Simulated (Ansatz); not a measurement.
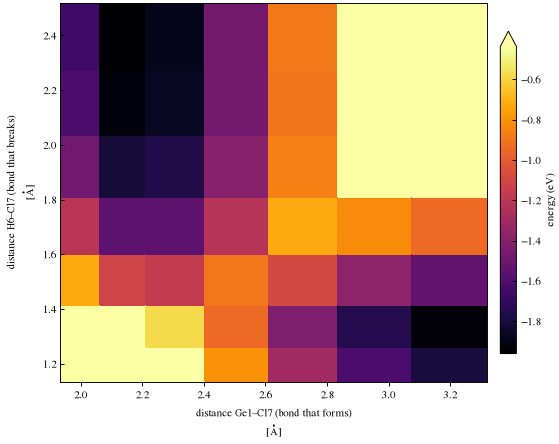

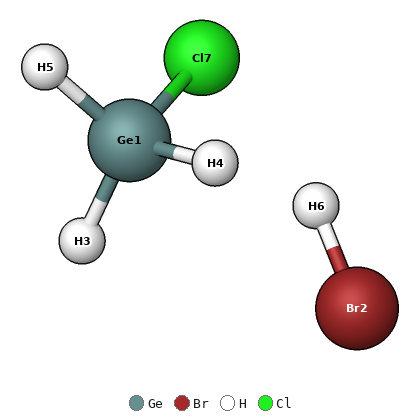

Energy landscape of the reacting system BrClGeH₄ (fragments BrGeH₃ + ClH where the first distance is long, ClGeH₃ + BrH where the second is long). Coordinates scanned: (1) distance Ge1–Cl7 (bond that forms); (2) distance H6–Cl7 (bond that breaks). Relaxed at each point: all other coordinates. The grid has 7 × 7 points. Points are written as (first, second). Energies: eV, counted from a guessed transition structure relaxed with its forming and breaking bonds held. Energies and slopes of some neighbouring points disagree (a jump in structure or state, or too coarse a mesh). The reference is spin-restricted, so regions where a bond is pulled apart into radicals lie too high. All numbers below come from Ansatz, RKS r2SCAN0-D4/def2-SVP.

Drawn: one coloured cell a grid point, one colour for all values above the top of the scale. The second picture is the structure at the lowest point.

Question: Summarise what can be read from the map.

Answer: The lowest grid point is at (2.126 Å, 2.397 Å), −1.96 eV from a guessed transition structure relaxed with its forming and breaking bonds held. It lies in a valley that leaves the map towards separated partners. The energy also falls towards the edge at (3.198 Å, 1.325 Å) (0.024 eV above the lowest), where a further well may lie outside the range. The highest grid point, (1.998 Å, 1.197 Å), lies 2.84 eV above the lowest.

The values on the grid:

| second ↓, first → | 1.998 | 2.126 | 2.302 | 2.503 | 2.721 | 2.953 | 3.198 |
| --- | --- | --- | --- | --- | --- | --- | --- |
| 2.397 | −1.66 | −1.96 | −1.88 | −1.47 | −0.89 | −0.26 | 0.33 |
| 2.152 | −1.62 | −1.93 | −1.87 | −1.47 | −0.90 | −0.30 | 0.06 |
| 1.920 | −1.48 | −1.81 | −1.77 | −1.40 | −0.86 | −0.29 | −0.39 |
| 1.702 | −1.21 | −1.56 | −1.55 | −1.22 | −0.73 | −0.83 | −0.94 |
| 1.501 | −0.73 | −1.11 | −1.16 | −0.90 | −1.09 | −1.38 | −1.54 |
| 1.325 | 0.01 | −0.44 | −0.58 | −0.94 | −1.43 | −1.75 | −1.94 |
| 1.197 | 0.88 | 0.37 | −0.12 | −0.80 | −1.30 | −1.62 | −1.80 |

Each point was launched as `ansatz run input.yaml --threads 1 --pin off --max-ram 2560MiB --backend cpu --events-out ev --progress --plain --runs-dir out`. The whole map (49 points run) took 20 min on 1 thread of Intel(R) Xeon(R) Platinum 8488C (Sapphire Rapids), with other jobs on the host.
